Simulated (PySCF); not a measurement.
SMILES CC[SiH2]F (C₂H₇FSi), GFN2-xTB optimised geometry. Atoms within 1.6 Å of the plane z = 0.0 Å (x, y, z in Å): C1 (1.75, -0.73, 0.00), C2 (0.22, -0.73, 0.00), Si3 (-0.53, 1.01, 0.00), F4 (-2.14, 0.83, -0.01), H5 (2.13, -0.22, 0.88), H6 (2.14, -1.75, 0.01), H7 (2.13, -0.23, -0.88), H8 (-0.13, -1.29, -0.87), H9 (-0.13, -1.29, 0.87), H10 (-0.25, 1.74, 1.22), H11 (-0.24, 1.75, -1.22).

Calculation: PBE/def2-TZVP run with PySCF. Cells within 0.4 Å of a nucleus heavier than hydrogen are left out (blank, or x).

Map of the LUMO amplitude (bohr^(-3/2)) on the plane z = 0.0 Å; orbital energy -0.70 eV, overall sign arbitrary:

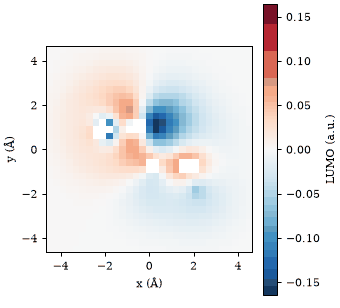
*LUMO amplitude (bohr^(-3/2)) on the plane z = 0.0 Å.*
